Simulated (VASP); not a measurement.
Band structure of MgF2 (rutile). All values below come from rev-vdW-DF2, VASP's PBE PAW potentials (set 64) (plane waves; VASP 6.6.1).

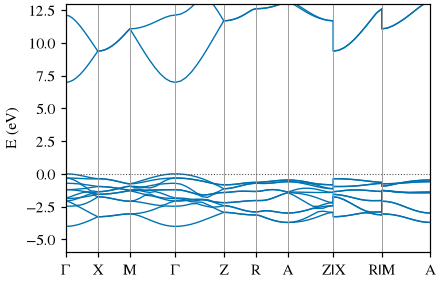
*Bands along high-symmetry lines, zero at the valence-band maximum or, without a gap, the Fermi level*

Task: Read the plot: is there a gap, and where are the band edges?

Result: The gap is direct, 6.98 eV, from the valence maximum at Γ to the conduction minimum at Γ. (Edges off the drawn lines would not show.)

Measured: gap 12.40 eV (computed value off by -5.42 eV), as given by Andrés Aguado et al., Journal of the Physical Society of Japan (1999), arXiv:cond-mat/9901145.

The compound is MgF2 in the rutile structure. It was relaxed first.
